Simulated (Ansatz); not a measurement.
# FCI/STO-3G run of BSiH5 (BH2(SiH3))

Aim: the electronic atomisation energy of BSiH5 (BH2(SiH3)) at FCI/STO-3G, from 4 runs. 

The results are computed with Ansatz 0.2.0.

49 further runs of the same task are left out: 1 that didn't finish, 48 set aside as unsound or not needed.

## 1. The system as given

BSiH5: 7 atoms, total charge 0, spin state singlet. SMILES: `[H]B([H])[SiH3]`. Geometry: relaxed at GFN2-xTB.

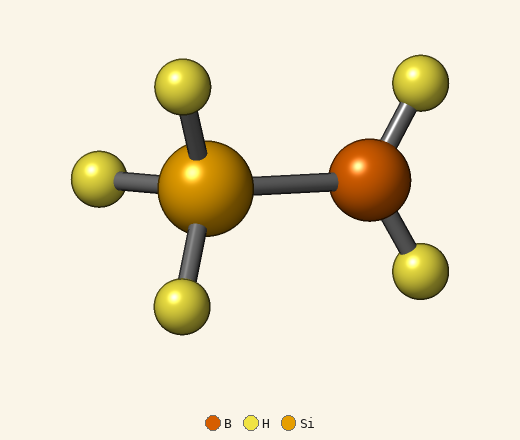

The structure, seen from a chosen angle (boron orange, hydrogen yellow, silicon amber).

## 2. A single-point energy at FCI/STO-3G

molecule.yaml

```yaml
crystal:
  periodic: [false, false, false]
  atoms:
    - symbol: B
      position_ang: [0.595540, 1.038560, 0.005960]
    - symbol: H
      position_ang: [1.765140, 1.076930, 0.027400]
    - symbol: H
      position_ang: [0.039220, 2.066980, -0.048000]
    - symbol: Si
      position_ang: [-0.377680, -0.657970, 0.018400]
    - symbol: H
      position_ang: [-1.713750, -0.605710, 0.632990]
    - symbol: H
      position_ang: [0.300530, -1.764180, 0.713070]
    - symbol: H
      position_ang: [-0.608990, -1.154610, -1.349820]
basis:
  gaussian: {orbitals: STO-3G}
accuracy: high
correlation: {method: fci, frozen_orbitals: {B: 1, H: 0, Si: 5}}
```

Started as:

```bash
ansatz run molecule.yaml --threads 1 --pin off --max-ram 2610MiB --events-out events.jsonl --progress --plain --runs-dir runs
```

What it wrote:

```text
Warning: RAYON_NUM_THREADS=1 ignored (pool sized by the plan → 1); use --threads N
Functional definition: HF
  name "HF"
  exchange = exact_x
  correlation = 0
333 factors; integrals over basis functions are off by at most 1.3e-8 eV
mean field evaluation 1: about -8512.2218 eV, gradient 1.3e1 eV
mean field evaluation 2: about -8512.2258 eV, gradient 1.3e1 eV
mean field evaluation 4: about -8512.9929 eV, gradient 4.6e-1 eV
mean field evaluation 8: about -8512.9934 eV, gradient 1.7e-5 eV
mean field -8512.99340726 eV, -312.8467374027 hartree, gradient 2.3e-8 eV, S^2 0.000000; 0 other end points of the search recorded, 0 dependent functions left out
6 core orbitals not correlated: weight in the atoms' cores, before any rotation towards them, 1.000 or more for the frozen orbitals, at most 0.000 for the correlated occupied ones
reference -8512.99340726 eV, -312.8467374027 hartree; 6, 6 occupied and 7, 7 virtual orbitals, 333 factors
state -8515.90956784 eV, -312.9539043275 hartree
Total energy: -8515.90956784 eV, -312.9539043275 hartree
```

Run time: 10 s. Hardware: 1 thread of Arm Neoverse V2, shared host; peak memory 0.28 GiB.

## 3. The B atom at the same level

job.yaml

```yaml
crystal:
  periodic: [false, false, false]
  atoms:
    - symbol: B
      position_ang: [0.000000, 0.000000, 0.000000]
basis:
  gaussian: {orbitals: STO-3G}
magnetization: {spin_polarized: true, initial_magnetization: 1}
correlation: {method: fci, frozen_orbitals: {B: 1}}
accuracy: high
```

Run the same way, it converges to -24.18898 Eh (log not shown).

## 4. The H atom: the energy at UHF/STO-3G

job.yaml

```yaml
crystal:
  periodic: [false, false, false]
  atoms:
    - {symbol: H, position_ang: [0.000000, 0.000000, 0.000000]}
basis:
  gaussian:
    orbitals: STO-3G
magnetization:
  spin_polarized: true
  initial_magnetization: 1
hamiltonian:
  xc: hf
accuracy: high
```

Run the same way, it converges to -0.46658 Eh (log not shown).

## 5. The Si atom, same level

run.yaml

```yaml
crystal:
  periodic: [false, false, false]
  atoms:
    - {symbol: Si, position_ang: [0.000000, 0.000000, 0.000000]}
basis:
  gaussian:
    orbitals: STO-3G
magnetization:
  spin_polarized: true
  initial_magnetization: 2
accuracy: high
correlation:
  method: fci
  frozen_orbitals: {Si: 5}
```

Run the same way, it converges to -285.47962 Eh (log not shown).

## 6. Results

At FCI/STO-3G, 6 core orbitals frozen:

| quantity | value |
| --- | --- |
| molecule: total energy | -312.95390 Eh |
| molecule: correlation energy (6 core orbitals frozen) | -107.2 mEh |
| B atom: total energy | -24.18898 Eh |
| B atom: correlation energy (1 core orbital frozen) | -40.0 mEh |
| H atom: total energy | -0.46658 Eh |
| H atom: ⟨S²⟩ | 0.750 |
| Si atom: total energy | -285.47962 Eh |
| Si atom: correlation energy (5 core orbitals frozen) | -13.4 mEh |
| electronic atomisation energy | 25.916 eV |

**Reading.** Taking the molecule apart into free atoms costs 25.92 eV (598 kcal/mol), before zero-point energy and without spin-orbit coupling. In a minimal basis such a difference can be off by several eV, whatever the method.
